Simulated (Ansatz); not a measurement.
# Calculations on Si2H5OF

### Relaxation

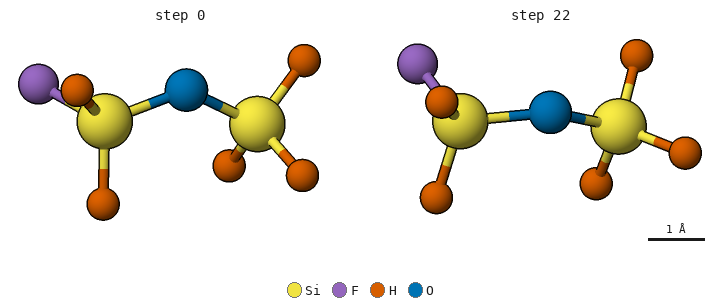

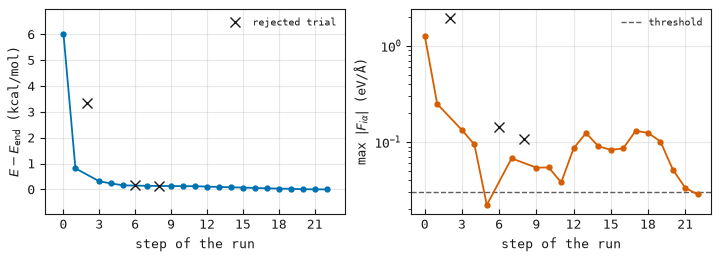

First and last geometry of a relaxation of Si2H5OF, with the history of the run. The picture is a ball-and-stick view, seen at a tilt.

The run prepares an end point of a later path (reaction) calculation, from a guessed geometry.

All numbers below come from RKS PBE0-D4/6-31G* in Ansatz 0.2.0. (no spin polarisation; force threshold 0.03 eV/Å; at most 50 steps)

Question: Read the history and describe the run.

Answer: It converged. After 19 accepted moves (22 points after the start) the energy has fallen by 6.03 kcal/mol. Largest force component: 1.3 eV/Å at the start, 0.029 eV/Å at the end. The line search rejected the trial steps at points 2, 6, 8 of the run. The forces were under the threshold at step 5, but the run went on from there. The largest move after the best rigid fit is that of an H atom, 0.57 Å. Largest moves by element: H 0.57 Å, F 0.52 Å, O 0.48 Å, Si 0.08 Å. Some distances before and after: H–Si 1.450 → 1.480 Å, F–Si 1.586 → 1.606 Å, O–Si 1.665 → 1.657 Å, H–Si 1.489 → 1.485 Å. Among the angles between lasting bonds that change: F–Si–H 91.3° → 108.5°, Si–O–Si 134.9° → 142.3°, H–Si–O 114.2° → 108.0°. Groups turn about O–Si by about 65°, O–Si by about 30°. Cost: 69 s on 1 thread of Arm Neoverse V2, on a shared host, peak memory 0.15 GiB.

### Relaxation

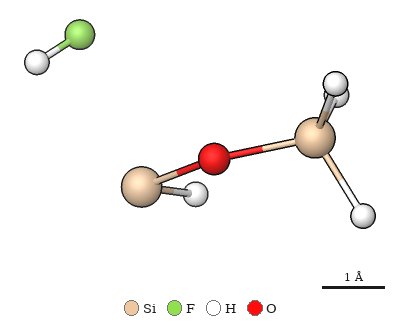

This is the input geometry for a relaxation of Si$_{2}$H$_{5}$OF. The picture is a ball-and-stick view, seen at a tilt.

The run prepares an end point of a later path (reaction) calculation, from a guessed geometry.

Method: RKS PBE0-D4/6-31G* (Ansatz).

Input file:
```yaml
crystal:
  periodic: [false, false, false]
  atoms:
    - { symbol: Si, position_ang: [0.234092, -0.162318, -0.958103] }
    - { symbol: F, position_ang: [0.971079, 0.110058, 1.713444] }
    - { symbol: H, position_ang: [1.743251, 0.216685, 1.204592] }
    - { symbol: O, position_ang: [-0.796684, 1.12402, -1.160987] }
    - { symbol: Si, position_ang: [-2.436951, 1.404542, -1.017155] }
    - { symbol: H, position_ang: [-3.001058, 0.622988, 0.1167] }
    - { symbol: H, position_ang: [-2.645788, 2.857883, -0.779441] }
    - { symbol: H, position_ang: [-3.122242, 1.00595, -2.27857] }
    - { symbol: H, position_ang: [-0.807499, -1.246907, -0.610181] }
basis:
  gaussian: { orbitals: "6-31G*" }
hamiltonian:
  xc: pbe0
  dispersion: d4
relax:
  f_tol: 0.03
  max_steps: 50
output:
  orbitals: {}
```

Launched with:
```bash
ansatz run input.yaml --threads 1 --pin off --max-ram 2048MiB --backend cpu --events-out ev --progress --plain --runs-dir out
```

Predict the outcome.

Answer. After 37 accepted moves (42 points after the start) the energy has fallen by 0.195 eV. The largest force component goes from 0.32 to 0.027 eV/Å. The line search rejected the trial steps at points 5, 9, 16, 23, 26 of the run. The forces were under the threshold at step 35, but the run went on from there. The atom that moves furthest after the best rigid fit is H3 (1.68 Å). Largest moves by element: H 1.68 Å, F 0.76 Å, O 0.48 Å, Si 0.39 Å. Among the contacts that change: Si1–F2 2.785 → 2.158 Å, Si1–O4 1.661 → 1.744 Å, F2–H3 0.931 → 0.968 Å. Bond angles that change, for instance: O4–Si1–H9 98.8° → 96.1°, Si1–O4–Si5 136.8° → 134.4°. Groups turn about Si1–O4 by about 40°. Cost: 2.3 min on 1 thread of Arm Neoverse V2, with other jobs on the host, peak memory 0.15 GiB.

The structure at the end:

```xyz
9

Si    0.3289   -0.5439   -0.9683
F     0.9037    0.2145    0.9685
H     0.3219    0.9297    0.6748
O    -0.5569    0.9484   -0.7898
Si   -2.1723    1.3575   -0.8323
H    -2.9625    0.4615    0.0601
H    -2.2991    2.7644   -0.3682
H    -2.6965    1.2445   -2.2207
H    -0.7290   -1.4436   -0.2939
```

The end point in the same view:

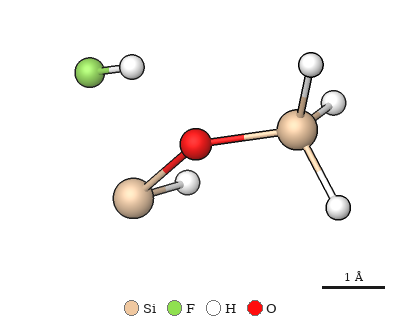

Limits of the set-up: the start holds two separate molecules, 2.7 Å apart at their closest, whose relative position is a soft coordinate.

### Path

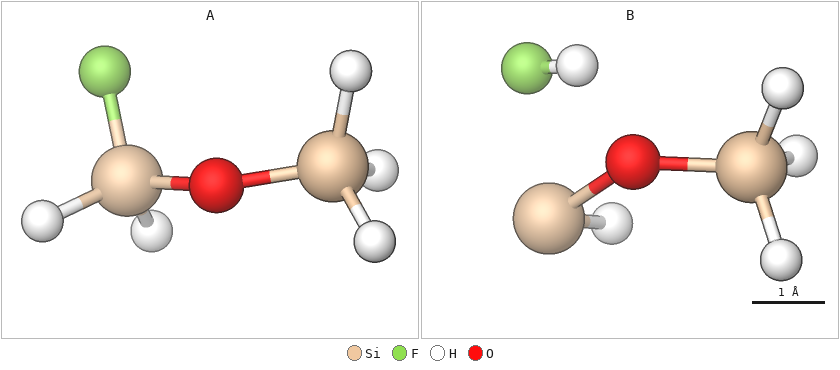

The two relaxed end points of a path for Si₂H₅OF. Style: ball-and-stick. Shown at a tilt.

The calculation used Ansatz 0.2.0, RKS PBE0-D4/6-31G*.

Settings: 5 movable images; climbing image; force threshold 0.03 eV/Å; iteration limit 60.

Start:
```xyz
9

Si    0.2011   -0.0216    0.1131
F     0.2661    0.5945    1.5947
H     1.5642   -0.0014   -0.4627
O    -0.7602    0.9035   -0.8308
Si   -2.3387    1.3597   -1.0474
H    -3.2580    0.3570   -0.4382
H    -2.5744    2.6851   -0.4165
H    -2.6037    1.4487   -2.5068
H    -0.3582   -1.3926    0.2249
```

End:
```xyz
9

Si    0.3846   -0.5575   -0.7462
F     0.7864    0.3699    1.1605
H     0.2222    1.0469    0.7608
O    -0.5315    0.9270   -0.7673
Si   -2.1426    1.2998   -0.9766
H    -2.9933    0.4658   -0.0798
H    -2.3253    2.7376   -0.6447
H    -2.5478    1.0619   -2.3889
H    -0.7146   -1.4185   -0.0875
```

Predict the minimum-energy path and its barrier.

Answer. Forward barrier 370.1 kJ/mol, backward barrier 44.6 kJ/mol, with image 3 at the top; the reaction energy is +325.5 kJ/mol. Breaking: Si1–F2 (1.61 → 1.96 at the top → 2.16 Å), Si1–H3 (1.48 → 1.68 at the top → 2.21 Å). Forming: F2–H3 (2.50 → 1.15 at the top → 0.97 Å). The band is converged. At the top, the vibrational analysis gives one imaginary mode (1135i cm⁻¹), as a transition state must have.

Energies of the converged images:

```tsv
image	path (Å)	E (kJ/mol)
0	0.00	0.0
1	0.52	25.6
2	1.04	195.3
3	1.56	370.1
4	2.58	333.6
5	3.60	331.1
6	4.62	325.5
```

The geometry at the top of the path:

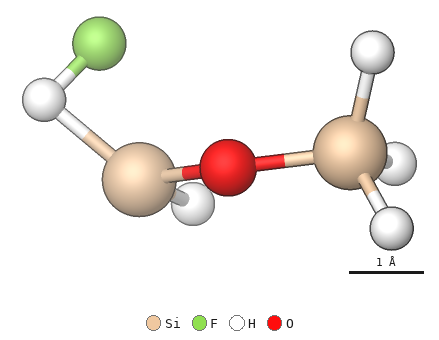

Cost: 6.1 min on 1 thread of Arm Neoverse V2 (shared host), peak memory 0.17 GiB.
